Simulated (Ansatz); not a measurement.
# AsH5Si: the cost of one run

Program: Ansatz 0.2.0. Level of theory: RKS BLYP-D4/def2-SVP. These are calculated values, not measurements.

**1. The structure to begin with**

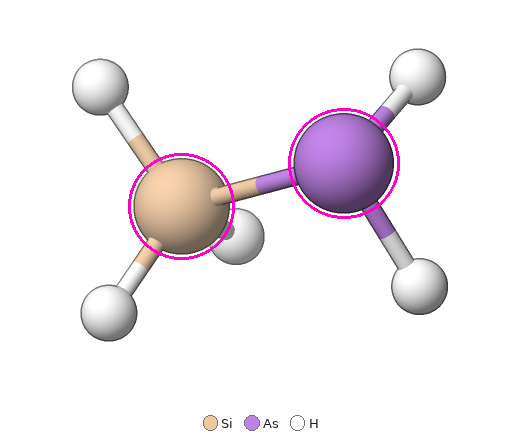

Start, viewed from a chosen angle; silicon light orange, arsenic purple, hydrogen white. Ringed: Si1, As2.

Structure file:

```xyz
7

Si   -0.5515   -0.5419   -0.3710
As    0.9199    0.2089    1.2170
H    -1.9721   -0.5771    0.2045
H    -0.1296   -1.8109   -0.8869
H    -0.6176    0.4555   -1.5144
H     0.3749    1.6912    1.1689
H     2.0372    0.5064    0.1362
```

**2. Relaxing end A**

input.yaml

```yaml
crystal:
  periodic: [false, false, false]
  atoms:
    - { symbol: Si, position_ang: [-0.5515, -0.5419, -0.371] }
    - { symbol: As, position_ang: [0.9199, 0.2089, 1.217] }
    - { symbol: H, position_ang: [-1.9721, -0.5771, 0.2045] }
    - { symbol: H, position_ang: [-0.1296, -1.8109, -0.8869] }
    - { symbol: H, position_ang: [-0.6176, 0.4555, -1.5144] }
    - { symbol: H, position_ang: [0.3749, 1.6912, 1.1689] }
    - { symbol: H, position_ang: [2.0372, 0.5064, 0.1362] }
basis:
  gaussian: { orbitals: def2-SVP }
hamiltonian:
  xc: blyp
  dispersion: d4
relax:
  f_tol: 0.015
  max_steps: 40
```

Command:

```console
ansatz run input.yaml --threads 1 --pin off --max-ram 2048MiB --backend cpu --events-out ev --progress --plain --runs-dir out
```

Q: Estimate wall time and peak memory on 1 thread of Intel Xeon 6975P-C (Granite Rapids), shared host.

About 7.1 s, with a peak of 0.14 GiB.
